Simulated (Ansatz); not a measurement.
Pressure series in Li2S

Take Li2S in the anti-fluorite structure (space group Fm-3m, No. 225) as the base.

Li$_{2}$S is modelled in the cubic space group Fm-3m (No. 225), the anti-fluorite structure, Pearson symbol cF12. Cell: a = b = c = 5.6549 Å, α = β = γ = 90.00°. Li on 8c is surrounded by 4 S at 2.449 Å (tetrahedral). S on 4a sees 8 Li at 2.449 Å (cubic). (Neighbours: up to the widest gap in distance over summed covalent radii, below 1.35, at either atom; cation-cation and far metal-metal contacts left out.)
(The calculation used a cell of 3 atoms; values per cell refer to that cell.)

Cell and atoms are relaxed at each pressure.

Method: PBEsol (Ansatz, an electronic-structure program, PAW, scalar-relativistic without spin-orbit coupling).

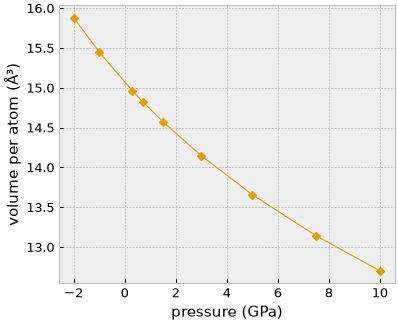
*Volume against pressure*

**Question.** Estimate the zero-pressure bulk modulus from the plot.

**Answer.** About 42 GPa; a third-order Birch–Murnaghan fit to the points gives V₀ = 15.07 Å³/atom, B₀ = 42 GPa and B₀′ = 3.9.

Between the base and pressure 5 GPa the gap moves from 3.20 eV to 3.11 eV, a mean slope of -18 meV/GPa.

Load acts through the strain it causes; cell and atoms are relaxed under it. Stability against distortions was not tested. Competing high-pressure phases were not computed.
